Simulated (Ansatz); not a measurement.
Cost and result by functional for the surface energy of the (310) surface of beta tin in its 1x1 cell, outermost plane spacing 0.94 Å in the ideal cut, in Ansatz (plane waves, PAW). Single points on the PBE structure, on one kind of machine; costs are rough ratios of the slab run's core time (references not counted) to the cheapest single point. r2SCAN's cost holds its higher cutoff (500 against 420 eV). Differences are taken against r2SCAN for comparison alone: no measured value is at hand, so the table doesn't rank accuracy.

Set-up: 12 atoms, 10.3 Å thick at the start (thin: gaps and levels are the slab's own); mesh 12x4x1; 0.1 eV smearing; dipole correction on; all atoms relaxed; start symmetry kept, larger cells not searched; no spin, no spin-orbit, no U. These notes are the PBE run's.

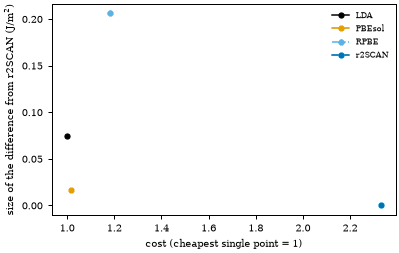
Fig. 1. Difference from r2SCAN against cost

```json
[
 {"functional": "LDA", "relative cost": "1", "surface energy (J/m²)": "0.55", "less r2SCAN (J/m²)": "0.07"},
 {"functional": "PBEsol", "relative cost": "1", "surface energy (J/m²)": "0.49", "less r2SCAN (J/m²)": "0.02"},
 {"functional": "RPBE", "relative cost": "1", "surface energy (J/m²)": "0.27", "less r2SCAN (J/m²)": "-0.21"},
 {"functional": "r2SCAN", "relative cost": "2", "surface energy (J/m²)": "0.47", "less r2SCAN (J/m²)": "0.00"},
 {"functional": "PBE (the relaxed run's value)", "relative cost": "–", "surface energy (J/m²)": "0.37", "less r2SCAN (J/m²)": "-0.11"}
]
```

The values span 0.28 J/m², while the single points' costs differ by a factor of roughly 2. Differences are of unrounded values.

Ansatz is a program for electronic structure.
